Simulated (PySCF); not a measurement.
C3H5Cl2NSi (SMILES [H]/N=C\C(=C)[SiH](Cl)Cl)

```xyz
12

C    -0.0446    1.7509   -0.0065
C    -0.1696    0.4215    0.0305
C    -1.5213   -0.1544    0.0631
N    -1.8682   -1.3620    0.0731
Si    1.3350   -0.7385    0.0429
Cl    3.0136    0.3741    0.1741
Cl    1.3826   -1.8116   -1.6694
H    -0.9073    2.4000   -0.0125
H     0.9160    2.2375   -0.0332
H    -2.3334    0.5699    0.0810
H    -1.1087   -2.0405    0.0477
H     1.3070   -1.6477    1.1832
```

Geometry: GFN2-xTB.

These are results of PBE0/def2-SVPD, SCF density, gas phase (PySCF), not measurements.

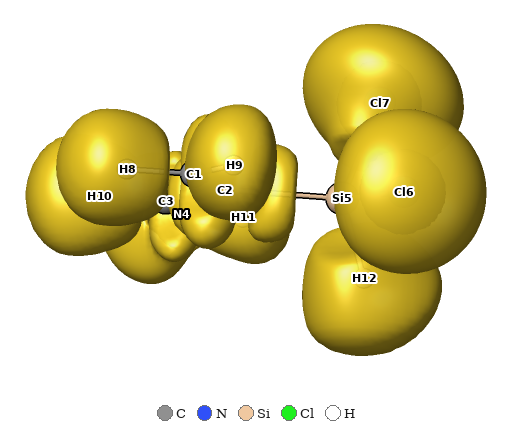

Figure 1. Isosurface of the ELF at 0.75 (yellow), seen from one side. Only the valence region is drawn (cores and ρ < 0.01 e/Å³ removed).

> Identify the bonds, lone pairs and shells in this picture.

The surface consists of two regions between bonded C–C atoms (shared pairs), one region between bonded C–Si atoms (shared pairs), four regions around hydrogen nuclei, two regions on Cl in which the atom's valence shell and bonds are merged and one joined region spread over several atoms (H, N), in which their bonds and any lone pairs are merged.


C–N (1.26 Å): the ELF peaks at about 0.90 between the atoms: a short, multiple covalent bond. C–C (1.34 Å): the ELF peaks at about 0.95 between the atoms (a multiple bond).

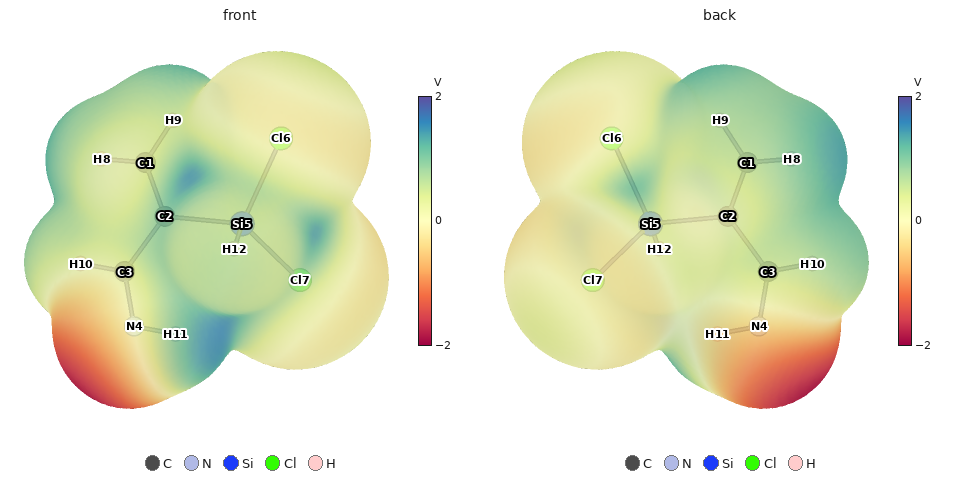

Figure 2. The molecular electrostatic potential painted on the density surface at 0.002 e/bohr³, seen from the front and from behind; the colour scale runs from red (negative) to blue (positive).

> Which sites attract a positive test charge, and which a negative one?

A positive charge is drawn to the negative regions and a negative charge to the positive ones. The most negative region (about −1.8 V) lies over N4, the most positive (about +1.5 V) over Si5 and H11. Cl7 shows a σ-hole: about +0.4 V at the tip opposite its bond, against about −0.1 V on its flanks. N4 is the likeliest acceptor of a hydrogen bond.

> What dipole moment does the calculation give?

Its dipole moment is 2.14 D.
